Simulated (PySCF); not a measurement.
Mg(SMe)(SeH), SMILES C[S][Mg][SeH] (CH4MgSSe) at its CAM-B3LYP/def2-SVP optimised geometry (Å):

```
8

Mg     0.0774     0.7024     0.0000
S      2.3709     0.7024     0.0000
C      2.8459     0.6699     1.7734
H      2.5027     1.5638     2.3110
H      3.9429     0.6527     1.8117
H      2.4758    -0.2275     2.2867
Se    -2.3380     0.7356    -0.0709
H     -2.3709    -0.7356    -0.1020
```

Level of theory: PySCF with CAM-B3LYP/def2-TZVP. Cells within 0.4 Å of a nucleus heavier than hydrogen are left out (blank, or x).

Map of the Laplacian of the electron density (e/bohr⁵), clipped to [-1.50, 1.50] on the plane z = 0.0 Å:

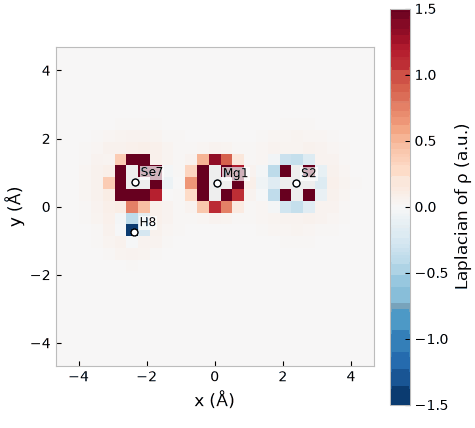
*Laplacian of the electron density (e/bohr⁵), clipped to [-1.50, 1.50] on the plane z = 0.0 Å.*
